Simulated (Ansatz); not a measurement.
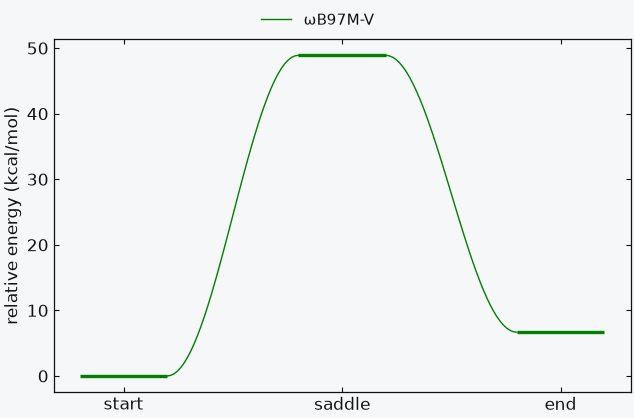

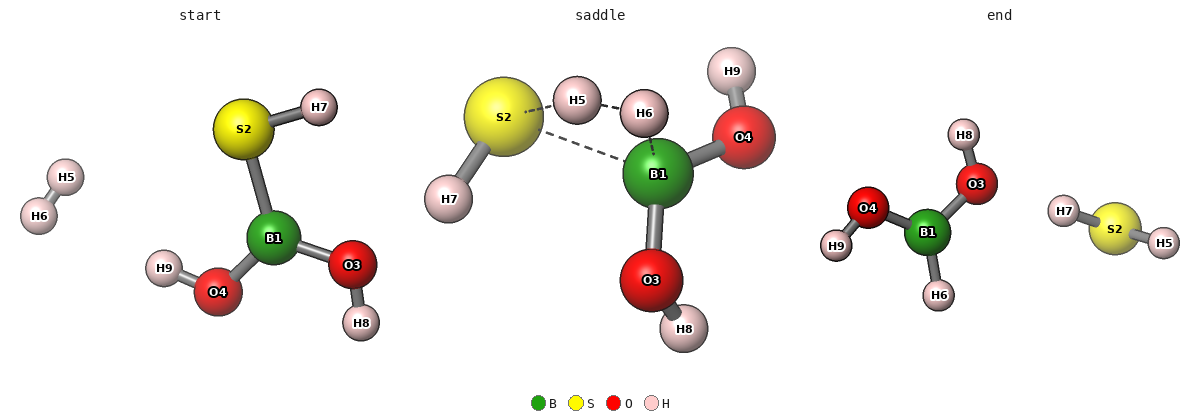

One elementary step of BH₅SO₂: start, first-order saddle point (changing pairs dashed) and end. Electronic energies at PBE0-D4/def2-TZVP geometries, energies in def2-TZVPP, the Ansatz code; cores frozen in correlated methods, no zero-point terms. Start and end are the structures at the ends of the path (complexes, where there are several molecules). Lines between the levels only guide the eye.

In the step B1–H6 (3.94 → 1.36 → 1.20 Å) and S2–H5 (3.34 → 1.68 → 1.34 Å) form; B1–S2 (1.83 → 2.19 → 4.44 Å) and H5–H6 (0.75 → 1.01 → 4.56 Å) break (lengths at start, saddle and end; changes of bond order aren't listed).

Q: What are the heights of saddle and end over the start, in kcal/mol?

A:
```csv
level,barrier,reverse barrier,step energy
ωB97M-V,48.9,42.2,6.7
```
